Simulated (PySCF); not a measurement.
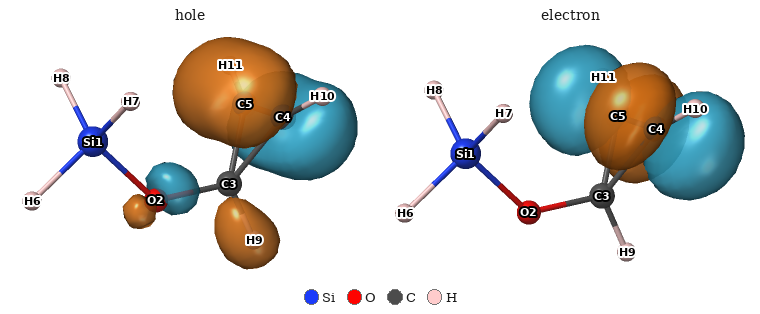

Figure 1: C₃H₆OSi, SMILES `[SiH3]OC1C=C1`. Leading natural transition orbital pair of T₁ (TDA triplet states); the surfaces enclose about 78 % of each orbital's density.

PySCF calculation, CAM-B3LYP/def2-SVP, gas phase; geometry: GFN2-xTB. No frequency check shows the geometry to be a minimum. Without diffuse functions Rydberg states are missing, so the states' numbers hold for this basis only.

Geometry (Å), atoms numbered from 1:

```
Si1     -1.5713    0.2860    0.0002
O2      -0.4069   -0.8370    0.0003
C3       0.9746   -0.7175    0.0007
C4       1.6602    0.4320    0.6521
C5       1.6602    0.4307   -0.6530
H6      -2.7387   -0.5784   -0.0025
H7      -1.4937    1.1512    1.1818
H8      -1.4937    1.1488   -1.1840
H9       1.4123   -1.7118    0.0022
H10      1.8992    0.9071    1.5720
H11      1.8991    0.9039   -1.5739
```

Where does the state lie, and where do hole and electron sit?

4.56 eV (272 nm), spin-forbidden from the singlet ground state; the leading pair carries 100 %; hole on C4 and C5 (38 % each) and C3 (8 %), electron on C4 and C5 (40 % each), H10 and H11 (6 % each) and C3 (6 %); their centroids lie 0.2 Å apart. In canonical orbitals it is mainly HOMO−1 → LUMO (96 %). The HOMO–LUMO gap is 9.77 eV.

Run time: 3.5 min on 1 thread of Intel(R) Xeon(R) Platinum 8259CL CPU @ 2.50GHz (Skylake/Cascade Lake), with other jobs on the host, peak memory 0.62 GiB.
